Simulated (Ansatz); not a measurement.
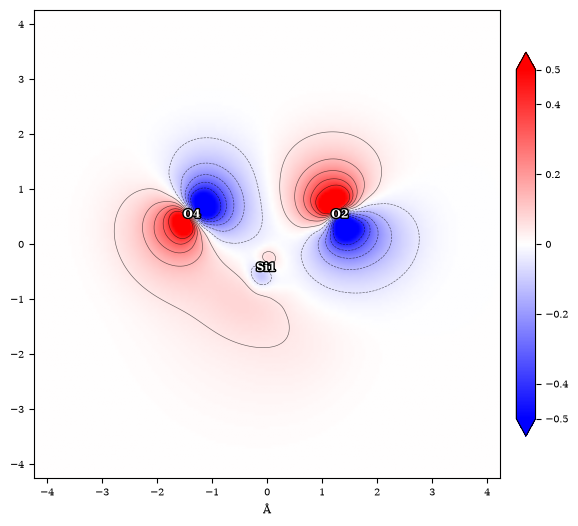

*H4O3Si. The HOMO on the plane of atoms O2, Si1 and O4 (values in Å⁻³ᐟ²; the overall sign is arbitrary).*

Theory: RKS B3LYP/def2-SVP (Ansatz 0.2.0).

```
atom    x (Å)    y (Å)    z (Å)
  Si  -0.2048  -0.3065  -0.0350
   O  -0.0005  -0.4765   1.5993
   H  -0.5605   0.0809   2.1523
   O   1.2650  -0.4650  -0.7755
   H   2.0099  -0.0241  -0.3480
   O  -0.9014   1.1940  -0.2153
   H  -1.2157   1.4398  -1.0931
   H  -1.0448  -1.3565  -0.6504
```

**Where does this orbital lie, and at what energy?**

It lies mainly on O2 (about 30 %), O4 (about 30 %), O6 (about 15 %), Si1 (about 10 %) and H8 (about 10 %); largely a combination of lone pairs on O2, O4 and O6. Its energy is −8.45 eV.
